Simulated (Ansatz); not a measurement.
# Molecular dynamics of TaH3Cl4O2 (part 1 of 4)

The run: molecular dynamics of TaH3Cl4O2. Method and program: RHF/def2-SVP (Ansatz 0.2.0).

It belongs to a series of runs on one base structure; here: dynamics from the highest image of the converged band.

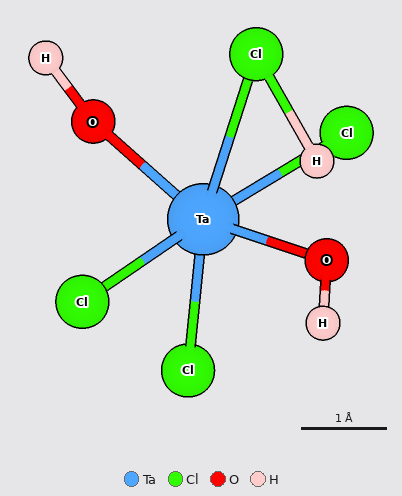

*The input geometry (ball-and-stick view, seen at a tilt). Sticks mark near contacts.*

Bond lengths as drawn: Cl–H 1.46 Å, Cl–Ta 2.30 to 2.85 Å, H–O 0.94 to 0.95 Å and O–Ta 1.83 to 2.04 Å.

The input
```yaml
crystal:
  periodic: [false, false, false]
  atoms:
    - { symbol: Ta, position_ang: [-0.360022, -0.44239, 0.208711] }
    - { symbol: Cl, position_ang: [2.331223, 0.440401, 0.47802] }
    - { symbol: Cl, position_ang: [-0.468062, -0.4088, 2.590626] }
    - { symbol: Cl, position_ang: [0.168352, -0.650294, -2.072557] }
    - { symbol: O, position_ang: [-0.796875, 1.335077, 0.091557] }
    - { symbol: H, position_ang: [-0.63963, 2.264064, 0.162868] }
    - { symbol: Cl, position_ang: [-2.366382, -1.543576, 0.005214] }
    - { symbol: O, position_ang: [1.0441, -1.889952, 0.524056] }
    - { symbol: H, position_ang: [1.037523, -2.481489, 1.267111] }
    - { symbol: H, position_ang: [2.007874, -0.981941, 0.546694] }
basis:
  gaussian: { orbitals: def2-SVP }
hamiltonian:
  xc: hf
md:
  timestep: 0.5
  n_steps: 200
  ensemble: nve
  temperature: 100.0
  initial_velocities: maxwell_boltzmann
  seed: 4447
```

Run on 4 threads of AMD EPYC (Zen 5), 32 GiB of memory available, shared host.

Run as:
```bash
ansatz run input.yaml --threads 4 --pin off --max-ram 5120MiB --backend cpu --events-out ev --progress --plain --runs-dir out
```

Log
```
Engine: ansatz 0.2.0, x86_64-unknown-linux-gnu
Functional definition: HF
  exchange = exact_x
  correlation = 0
1485 factors; integrals over basis functions are off by at most 2.9e-4 eV
mean field evaluation 1: about -55651.4774 eV, gradient 5.7e1 eV
mean field evaluation 2: about -55651.6841 eV, gradient 5.7e1 eV
mean field evaluation 4: about -55658.6792 eV, gradient 5.2e0 eV
mean field evaluation 8: about -55658.7751 eV, gradient 6.2e-1 eV
mean field -55658.77680355 eV, -2045.4223206565 hartree, gradient 6.1e-5 eV, S^2 0.000000; 0 other end points of the search recorded, 0 dependent functions left out
the calculation of the forces begins
reference -55658.77680355 eV, -2045.4223206565 hartree; 50, 50 occupied and 97, 97 virtual orbitals, 1485 factors
md step     0: t =     0.00 fs  T =   100.0 K  F+E_penalty+E_count = -55658.77680355 eV  E_kin = 0.103408 eV  conserved = -55658.67339555 eV  (40 SCF iters)
these checks for a lower state are left out or cut short: starts, cluster_reference, orbital_swaps, neighbouring_geometries, increment
1485 factors; integrals over basis functions are off by at most 2.9e-4 eV
mean field evaluation 16: about -55658.7718 eV, gradient 1.2e0 eV
mean field -55658.77584613 eV, -2045.4222854721 hartree, gradient 1.6e-5 eV, S^2 0.000000; 0 other end points of the search recorded, 0 dependent functions left out
the calculation of the forces begins
reference -55658.77584613 eV, -2045.4222854721 hartree; 50, 50 occupied and 97, 97 virtual orbitals, 1485 factors
md step     1: t =     0.50 fs  T =    99.1 K  F+E_penalty+E_count = -55658.77584613 eV  E_kin = 0.102479 eV  conserved = -55658.67336697 eV  (41 SCF iters)
[... from here on the SCF iterations and repeated set-up lines of each step are left out, up to the last step ...]
md step     2: t =     1.00 fs  T =    96.7 K  F+E_penalty+E_count = -55658.77333742 eV  E_kin = 0.100030 eV  conserved = -55658.67330769 eV  (41 SCF iters)
md step     3: t =     1.50 fs  T =    93.7 K  F+E_penalty+E_count = -55658.77016979 eV  E_kin = 0.096919 eV  conserved = -55658.67325070 eV  (41 SCF iters)
md step     4: t =     2.00 fs  T =    90.9 K  F+E_penalty+E_count = -55658.76720997 eV  E_kin = 0.093983 eV  conserved = -55658.67322652 eV  (41 SCF iters)
md step     5: t =     2.50 fs  T =    88.6 K  F+E_penalty+E_count = -55658.76483665 eV  E_kin = 0.091594 eV  conserved = -55658.67324287 eV  (41 SCF iters)
md step     6: t =     3.00 fs  T =    86.6 K  F+E_penalty+E_count = -55658.76282005 eV  E_kin = 0.089539 eV  conserved = -55658.67328062 eV  (42 SCF iters)
md step     7: t =     3.50 fs  T =    84.4 K  F+E_penalty+E_count = -55658.76060862 eV  E_kin = 0.087301 eV  conserved = -55658.67330789 eV  (41 SCF iters)
md step     8: t =     4.00 fs  T =    81.7 K  F+E_penalty+E_count = -55658.75780902 eV  E_kin = 0.084507 eV  conserved = -55658.67330176 eV  (41 SCF iters)
md step     9: t =     4.50 fs  T =    78.6 K  F+E_penalty+E_count = -55658.75453828 eV  E_kin = 0.081278 eV  conserved = -55658.67326044 eV  (41 SCF iters)
md step    10: t =     5.00 fs  T =    75.7 K  F+E_penalty+E_count = -55658.75145032 eV  E_kin = 0.078247 eV  conserved = -55658.67320299 eV  (31 SCF iters)
md step    11: t =     5.50 fs  T =    73.8 K  F+E_penalty+E_count = -55658.74944518 eV  E_kin = 0.076288 eV  conserved = -55658.67315735 eV  (31 SCF iters)
md step    12: t =     6.00 fs  T =    73.6 K  F+E_penalty+E_count = -55658.74923581 eV  E_kin = 0.076089 eV  conserved = -55658.67314632 eV  (31 SCF iters)
md step    13: t =     6.50 fs  T =    75.3 K  F+E_penalty+E_count = -55658.75099494 eV  E_kin = 0.077818 eV  conserved = -55658.67317645 eV  (31 SCF iters)
md step    14: t =     7.00 fs  T =    78.4 K  F+E_penalty+E_count = -55658.75425746 eV  E_kin = 0.081023 eV  conserved = -55658.67323472 eV  (31 SCF iters)
md step    15: t =     7.50 fs  T =    82.0 K  F+E_penalty+E_count = -55658.75813099 eV  E_kin = 0.084837 eV  conserved = -55658.67329356 eV  (31 SCF iters)
md step    16: t =     8.00 fs  T =    85.5 K  F+E_penalty+E_count = -55658.76172180 eV  E_kin = 0.088395 eV  conserved = -55658.67332649 eV  (32 SCF iters)
md step    17: t =     8.50 fs  T =    88.2 K  F+E_penalty+E_count = -55658.76454929 eV  E_kin = 0.091226 eV  conserved = -55658.67332306 eV  (41 SCF iters)
md step    18: t =     9.00 fs  T =    90.3 K  F+E_penalty+E_count = -55658.76670613 eV  E_kin = 0.093408 eV  conserved = -55658.67329781 eV  (41 SCF iters)
md step    19: t =     9.50 fs  T =    92.2 K  F+E_penalty+E_count = -55658.76863779 eV  E_kin = 0.095355 eV  conserved = -55658.67328275 eV  (41 SCF iters)
md step    20: t =    10.00 fs  T =    94.1 K  F+E_penalty+E_count = -55658.77065816 eV  E_kin = 0.097352 eV  conserved = -55658.67330604 eV  (41 SCF iters)
md step    21: t =    10.50 fs  T =    95.9 K  F+E_penalty+E_count = -55658.77252777 eV  E_kin = 0.099158 eV  conserved = -55658.67336956 eV  (41 SCF iters)
md step    22: t =    11.00 fs  T =    96.7 K  F+E_penalty+E_count = -55658.77342615 eV  E_kin = 0.099983 eV  conserved = -55658.67344341 eV  (41 SCF iters)
md step    23: t =    11.50 fs  T =    95.7 K  F+E_penalty+E_count = -55658.77240116 eV  E_kin = 0.098919 eV  conserved = -55658.67348189 eV  (41 SCF iters)
md step    24: t =    12.00 fs  T =    92.5 K  F+E_penalty+E_count = -55658.76905446 eV  E_kin = 0.095605 eV  conserved = -55658.67344952 eV  (41 SCF iters)
md step    25: t =    12.50 fs  T =    87.7 K  F+E_penalty+E_count = -55658.76406527 eV  E_kin = 0.090723 eV  conserved = -55658.67334214 eV  (41 SCF iters)
md step    26: t =    13.00 fs  T =    83.2 K  F+E_penalty+E_count = -55658.75923694 eV  E_kin = 0.086045 eV  conserved = -55658.67319155 eV  (41 SCF iters)
md step    27: t =    13.50 fs  T =    81.2 K  F+E_penalty+E_count = -55658.75699292 eV  E_kin = 0.083939 eV  conserved = -55658.67305403 eV  (41 SCF iters)
md step    28: t =    14.00 fs  T =    83.7 K  F+E_penalty+E_count = -55658.75950308 eV  E_kin = 0.086516 eV  conserved = -55658.67298736 eV  (41 SCF iters)
md step    29: t =    14.50 fs  T =    91.7 K  F+E_penalty+E_count = -55658.76780258 eV  E_kin = 0.094778 eV  conserved = -55658.67302427 eV  (41 SCF iters)
md step    30: t =    15.00 fs  T =   104.6 K  F+E_penalty+E_count = -55658.78130744 eV  E_kin = 0.108152 eV  conserved = -55658.67315506 eV  (41 SCF iters)
md step    31: t =    15.50 fs  T =   120.5 K  F+E_penalty+E_count = -55658.79798165 eV  E_kin = 0.124651 eV  conserved = -55658.67333046 eV  (41 SCF iters)
md step    32: t =    16.00 fs  T =   137.0 K  F+E_penalty+E_count = -55658.81510352 eV  E_kin = 0.141619 eV  conserved = -55658.67348489 eV  (41 SCF iters)
md step    33: t =    16.50 fs  T =   151.5 K  F+E_penalty+E_count = -55658.83026976 eV  E_kin = 0.156700 eV  conserved = -55658.67356968 eV  (41 SCF iters)
md step    34: t =    17.00 fs  T =   163.0 K  F+E_penalty+E_count = -55658.84214623 eV  E_kin = 0.168572 eV  conserved = -55658.67357396 eV  (41 SCF iters)
md step    35: t =    17.50 fs  T =   171.3 K  F+E_penalty+E_count = -55658.85064067 eV  E_kin = 0.177118 eV  conserved = -55658.67352265 eV  (41 SCF iters)
md step    36: t =    18.00 fs  T =   177.0 K  F+E_penalty+E_count = -55658.85652913 eV  E_kin = 0.183075 eV  conserved = -55658.67345386 eV  (41 SCF iters)
md step    37: t =    18.50 fs  T =   181.3 K  F+E_penalty+E_count = -55658.86088585 eV  E_kin = 0.187495 eV  conserved = -55658.67339076 eV  (41 SCF iters)
md step    38: t =    19.00 fs  T =   185.1 K  F+E_penalty+E_count = -55658.86472521 eV  E_kin = 0.191393 eV  conserved = -55658.67333226 eV  (41 SCF iters)
md step    39: t =    19.50 fs  T =   189.3 K  F+E_penalty+E_count = -55658.86900696 eV  E_kin = 0.195743 eV  conserved = -55658.67326421 eV  (41 SCF iters)
md step    40: t =    20.00 fs  T =   195.0 K  F+E_penalty+E_count = -55658.87483378 eV  E_kin = 0.201653 eV  conserved = -55658.67318122 eV  (41 SCF iters)
md step    41: t =    20.50 fs  T =   203.5 K  F+E_penalty+E_count = -55658.88352180 eV  E_kin = 0.210422 eV  conserved = -55658.67309994 eV  (41 SCF iters)
md step    42: t =    21.00 fs  T =   215.9 K  F+E_penalty+E_count = -55658.89634240 eV  E_kin = 0.223287 eV  conserved = -55658.67305590 eV  (41 SCF iters)
md step    43: t =    21.50 fs  T =   233.0 K  F+E_penalty+E_count = -55658.91397743 eV  E_kin = 0.240889 eV  conserved = -55658.67308815 eV  (41 SCF iters)
md step    44: t =    22.00 fs  T =   254.1 K  F+E_penalty+E_count = -55658.93592918 eV  E_kin = 0.262711 eV  conserved = -55658.67321813 eV  (41 SCF iters)
md step    45: t =    22.50 fs  T =   277.3 K  F+E_penalty+E_count = -55658.96020969 eV  E_kin = 0.286778 eV  conserved = -55658.67343162 eV  (41 SCF iters)
md step    46: t =    23.00 fs  T =   299.7 K  F+E_penalty+E_count = -55658.98358331 eV  E_kin = 0.309911 eV  conserved = -55658.67367216 eV  (41 SCF iters)
md step    47: t =    23.50 fs  T =   317.8 K  F+E_penalty+E_count = -55659.00246246 eV  E_kin = 0.328612 eV  conserved = -55658.67385041 eV  (41 SCF iters)
md step    48: t =    24.00 fs  T =   329.2 K  F+E_penalty+E_count = -55659.01428454 eV  E_kin = 0.340409 eV  conserved = -55658.67387558 eV  (41 SCF iters)
md step    49: t =    24.50 fs  T =   333.8 K  F+E_penalty+E_count = -55659.01886732 eV  E_kin = 0.345163 eV  conserved = -55658.67370431 eV  (41 SCF iters)
md step    50: t =    25.00 fs  T =   334.2 K  F+E_penalty+E_count = -55659.01900442 eV  E_kin = 0.345620 eV  conserved = -55658.67338444 eV  (41 SCF iters)
md step    51: t =    25.50 fs  T =   335.2 K  F+E_penalty+E_count = -55659.01967352 eV  E_kin = 0.346617 eV  conserved = -55658.67305634 eV  (41 SCF iters)
md step    52: t =    26.00 fs  T =   341.4 K  F+E_penalty+E_count = -55659.02588200 eV  E_kin = 0.352992 eV  conserved = -55658.67289036 eV  (41 SCF iters)
md step    53: t =    26.50 fs  T =   355.0 K  F+E_penalty+E_count = -55659.04013002 eV  E_kin = 0.367148 eV  conserved = -55658.67298226 eV  (41 SCF iters)
md step    54: t =    27.00 fs  T =   374.9 K  F+E_penalty+E_count = -55659.06101043 eV  E_kin = 0.387722 eV  conserved = -55658.67328800 eV  (41 SCF iters)
md step    55: t =    27.50 fs  T =   396.7 K  F+E_penalty+E_count = -55659.08388402 eV  E_kin = 0.410231 eV  conserved = -55658.67365274 eV  (41 SCF iters)
md step    56: t =    28.00 fs  T =   415.1 K  F+E_penalty+E_count = -55659.10319688 eV  E_kin = 0.429286 eV  conserved = -55658.67391074 eV  (41 SCF iters)
md step    57: t =    28.50 fs  T =   426.5 K  F+E_penalty+E_count = -55659.11498638 eV  E_kin = 0.441012 eV  conserved = -55658.67397428 eV  (41 SCF iters)
md step    58: t =    29.00 fs  T =   429.8 K  F+E_penalty+E_count = -55659.11825256 eV  E_kin = 0.444396 eV  conserved = -55658.67385633 eV  (40 SCF iters)
md step    59: t =    29.50 fs  T =   426.6 K  F+E_penalty+E_count = -55659.11481163 eV  E_kin = 0.441176 eV  conserved = -55658.67363607 eV  (40 SCF iters)
md step    60: t =    30.00 fs  T =   420.4 K  F+E_penalty+E_count = -55659.10811568 eV  E_kin = 0.434710 eV  conserved = -55658.67340529 eV  (41 SCF iters)
md step    61: t =    30.50 fs  T =   414.5 K  F+E_penalty+E_count = -55659.10183250 eV  E_kin = 0.428602 eV  conserved = -55658.67323064 eV  (41 SCF iters)
md step    62: t =    31.00 fs  T =   411.6 K  F+E_penalty+E_count = -55659.09878827 eV  E_kin = 0.425649 eV  conserved = -55658.67313915 eV  (41 SCF iters)
md step    63: t =    31.50 fs  T =   413.3 K  F+E_penalty+E_count = -55659.10050697 eV  E_kin = 0.427381 eV  conserved = -55658.67312634 eV  (41 SCF iters)
md step    64: t =    32.00 fs  T =   419.8 K  F+E_penalty+E_count = -55659.10724307 eV  E_kin = 0.434068 eV  conserved = -55658.67317521 eV  (41 SCF iters)
md step    65: t =    32.50 fs  T =   430.3 K  F+E_penalty+E_count = -55659.11822679 eV  E_kin = 0.444953 eV  conserved = -55658.67327355 eV  (41 SCF iters)
md step    66: t =    33.00 fs  T =   443.3 K  F+E_penalty+E_count = -55659.13185597 eV  E_kin = 0.458437 eV  conserved = -55658.67341915 eV  (41 SCF iters)
md step    67: t =    33.50 fs  T =   456.6 K  F+E_penalty+E_count = -55659.14576155 eV  E_kin = 0.472155 eV  conserved = -55658.67360614 eV  (41 SCF iters)
md step    68: t =    34.00 fs  T =   467.2 K  F+E_penalty+E_count = -55659.15695393 eV  E_kin = 0.483154 eV  conserved = -55658.67380015 eV  (41 SCF iters)
md step    69: t =    34.50 fs  T =   472.4 K  F+E_penalty+E_count = -55659.16240126 eV  E_kin = 0.488474 eV  conserved = -55658.67392740 eV  (41 SCF iters)
md step    70: t =    35.00 fs  T =   470.2 K  F+E_penalty+E_count = -55659.16017137 eV  E_kin = 0.486270 eV  conserved = -55658.67390132 eV  (41 SCF iters)
md step    71: t =    35.50 fs  T =   461.3 K  F+E_penalty+E_count = -55659.15071630 eV  E_kin = 0.477033 eV  conserved = -55658.67368329 eV  (41 SCF iters)
md step    72: t =    36.00 fs  T =   448.8 K  F+E_penalty+E_count = -55659.13740283 eV  E_kin = 0.464068 eV  conserved = -55658.67333513 eV  (41 SCF iters)
md step    73: t =    36.50 fs  T =   437.6 K  F+E_penalty+E_count = -55659.12553493 eV  E_kin = 0.452523 eV  conserved = -55658.67301182 eV  (41 SCF iters)
md step    74: t =    37.00 fs  T =   432.4 K  F+E_penalty+E_count = -55659.12001413 eV  E_kin = 0.447136 eV  conserved = -55658.67287793 eV  (41 SCF iters)
md step    75: t =    37.50 fs  T =   435.0 K  F+E_penalty+E_count = -55659.12287822 eV  E_kin = 0.449876 eV  conserved = -55658.67300235 eV  (41 SCF iters)
md step    76: t =    38.00 fs  T =   443.8 K  F+E_penalty+E_count = -55659.13225684 eV  E_kin = 0.458941 eV  conserved = -55658.67331559 eV  (41 SCF iters)
md step    77: t =    38.50 fs  T =   454.2 K  F+E_penalty+E_count = -55659.14337832 eV  E_kin = 0.469717 eV  conserved = -55658.67366147 eV  (41 SCF iters)
md step    78: t =    39.00 fs  T =   461.3 K  F+E_penalty+E_count = -55659.15090535 eV  E_kin = 0.477015 eV  conserved = -55658.67389074 eV  (41 SCF iters)
md step    79: t =    39.50 fs  T =   461.6 K  F+E_penalty+E_count = -55659.15122993 eV  E_kin = 0.477304 eV  conserved = -55658.67392606 eV  (41 SCF iters)
md step    80: t =    40.00 fs  T =   454.5 K  F+E_penalty+E_count = -55659.14372130 eV  E_kin = 0.469947 eV  conserved = -55658.67377414 eV  (41 SCF iters)
md step    81: t =    40.50 fs  T =   442.1 K  F+E_penalty+E_count = -55659.13068188 eV  E_kin = 0.457178 eV  conserved = -55658.67350410 eV  (40 SCF iters)
md step    82: t =    41.00 fs  T =   428.5 K  F+E_penalty+E_count = -55659.11630020 eV  E_kin = 0.443085 eV  conserved = -55658.67321527 eV  (41 SCF iters)
md step    83: t =    41.50 fs  T =   417.9 K  F+E_penalty+E_count = -55659.10509835 eV  E_kin = 0.432096 eV  conserved = -55658.67300264 eV  (40 SCF iters)
md step    84: t =    42.00 fs  T =   413.4 K  F+E_penalty+E_count = -55659.10042761 eV  E_kin = 0.427501 eV  conserved = -55658.67292674 eV  (42 SCF iters)
md step    85: t =    42.50 fs  T =   416.3 K  F+E_penalty+E_count = -55659.10350817 eV  E_kin = 0.430513 eV  conserved = -55658.67299499 eV  (41 SCF iters)
md step    86: t =    43.00 fs  T =   425.6 K  F+E_penalty+E_count = -55659.11328514 eV  E_kin = 0.440114 eV  conserved = -55658.67317070 eV  (42 SCF iters)
md step    87: t =    43.50 fs  T =   438.6 K  F+E_penalty+E_count = -55659.12699127 eV  E_kin = 0.453594 eV  conserved = -55658.67339715 eV  (41 SCF iters)
md step    88: t =    44.00 fs  T =   452.0 K  F+E_penalty+E_count = -55659.14105274 eV  E_kin = 0.467434 eV  conserved = -55658.67361888 eV  (41 SCF iters)
md step    89: t =    44.50 fs  T =   462.5 K  F+E_penalty+E_count = -55659.15199860 eV  E_kin = 0.478211 eV  conserved = -55658.67378719 eV  (43 SCF iters)
md step    90: t =    45.00 fs  T =   467.5 K  F+E_penalty+E_count = -55659.15725565 eV  E_kin = 0.483397 eV  conserved = -55658.67385865 eV  (43 SCF iters)
md step    91: t =    45.50 fs  T =   466.2 K  F+E_penalty+E_count = -55659.15584410 eV  E_kin = 0.482047 eV  conserved = -55658.67379697 eV  (43 SCF iters)
md step    92: t =    46.00 fs  T =   459.6 K  F+E_penalty+E_count = -55659.14889871 eV  E_kin = 0.475302 eV  conserved = -55658.67359694 eV  (42 SCF iters)
md step    93: t =    46.50 fs  T =   451.0 K  F+E_penalty+E_count = -55659.13967529 eV  E_kin = 0.466363 eV  conserved = -55658.67331191 eV  (43 SCF iters)
md step    94: t =    47.00 fs  T =   444.4 K  F+E_penalty+E_count = -55659.13264212 eV  E_kin = 0.459596 eV  conserved = -55658.67304581 eV  (43 SCF iters)
md step    95: t =    47.50 fs  T =   443.7 K  F+E_penalty+E_count = -55659.13175593 eV  E_kin = 0.458812 eV  conserved = -55658.67294424 eV  (43 SCF iters)
md step    96: t =    48.00 fs  T =   450.2 K  F+E_penalty+E_count = -55659.13855813 eV  E_kin = 0.465511 eV  conserved = -55658.67304760 eV  (42 SCF iters)
md step    97: t =    48.50 fs  T =   462.4 K  F+E_penalty+E_count = -55659.15145574 eV  E_kin = 0.478156 eV  conserved = -55658.67329983 eV  (42 SCF iters)
md step    98: t =    49.00 fs  T =   476.7 K  F+E_penalty+E_count = -55659.16652840 eV  E_kin = 0.492947 eV  conserved = -55658.67358102 eV  (42 SCF iters)
md step    99: t =    49.50 fs  T =   488.9 K  F+E_penalty+E_count = -55659.17931218 eV  E_kin = 0.505538 eV  conserved = -55658.67377398 eV  (42 SCF iters)
md step   100: t =    50.00 fs  T =   495.8 K  F+E_penalty+E_count = -55659.18650137 eV  E_kin = 0.512655 eV  conserved = -55658.67384621 eV  (43 SCF iters)
md step   101: t =    50.50 fs  T =   496.1 K  F+E_penalty+E_count = -55659.18675600 eV  E_kin = 0.512968 eV  conserved = -55658.67378753 eV  (42 SCF iters)
md step   102: t =    51.00 fs  T =   490.5 K  F+E_penalty+E_count = -55659.18082849 eV  E_kin = 0.507203 eV  conserved = -55658.67362533 eV  (67 SCF iters)
md step   103: t =    51.50 fs  T =   481.4 K  F+E_penalty+E_count = -55659.17116381 eV  E_kin = 0.497761 eV  conserved = -55658.67340278 eV  (43 SCF iters)
md step   104: t =    52.00 fs  T =   472.0 K  F+E_penalty+E_count = -55659.16121871 eV  E_kin = 0.488043 eV  conserved = -55658.67317531 eV  (43 SCF iters)
md step   105: t =    52.50 fs  T =   465.7 K  F+E_penalty+E_count = -55659.15456496 eV  E_kin = 0.481561 eV  conserved = -55658.67300433 eV  (42 SCF iters)
md step   106: t =    53.00 fs  T =   465.1 K  F+E_penalty+E_count = -55659.15389593 eV  E_kin = 0.480952 eV  conserved = -55658.67294364 eV  (43 SCF iters)
```
